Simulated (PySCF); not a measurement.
# GaN (charge −1, doublet): what the fields show

```xyz
2

Ga    0.0000    0.0000   -0.3085
N     0.0000    0.0000    1.5185
```

Method: PBE0/def2-TZVPPD, non-relativistic Hamiltonian with scalar-relativistic core potentials where named, at a bond length of 1.827 Å (PySCF).

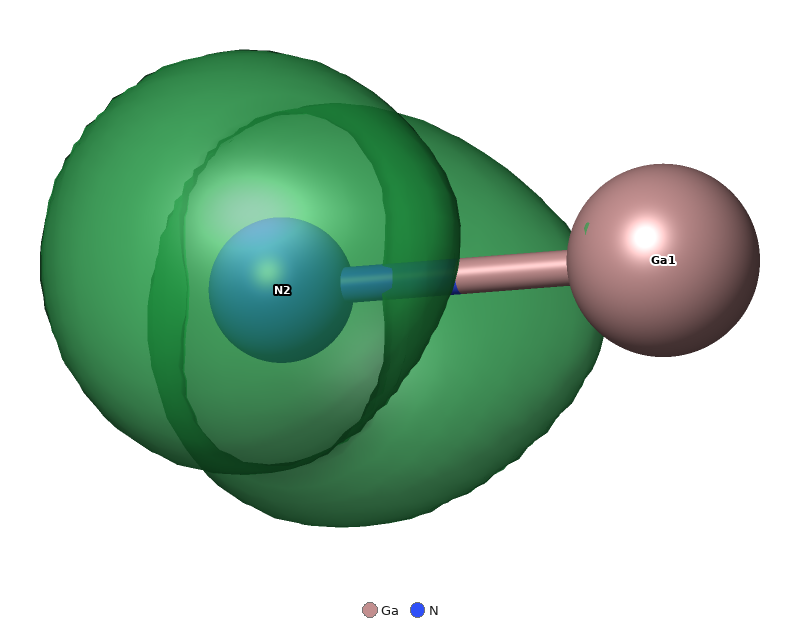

Figure 1. Isosurface of the spin density (α minus β) at +0.03 e/Å³ (green), seen from one side.

> Which atoms carry the spin?

The unpaired spin (1 electron) lies mostly on N2 (about 0.9) and Ga1 (about 0.1), in electrons by Hirshfeld's partition.

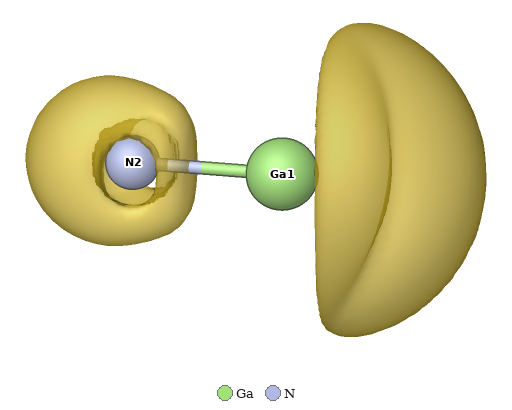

Figure 2. Isosurface of the electron localisation function at 0.8 (yellow), seen from one side. Only the valence region is drawn (cores and ρ < 0.01 e/Å³ removed).

> What do the ELF domains correspond to?

The ELF exceeds this value in one lobe on Ga, pointing away from the bonds (non-bonding electrons) and one lobe on N, pointing away from the bonds (non-bonding electrons).


Ga–N (1.83 Å): the ELF peaks at about 0.90 in the valence shell of N, 0.5 Å from its nucleus, and is about 0.35 at the midpoint.

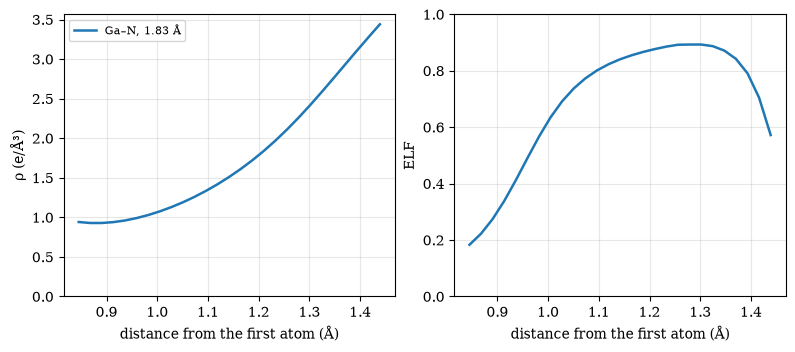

Figure 3. Electron density and electron localisation function along straight lines between neighbouring atoms. The curves leave out the atomic cores.

> What can be read from the curves?

Ga–N (1.83 Å): the density is about 0.94 e/Å³ at the midpoint; the ELF peaks at about 0.90 in the valence shell of N, 0.5 Å from its nucleus, and is about 0.35 at the midpoint.
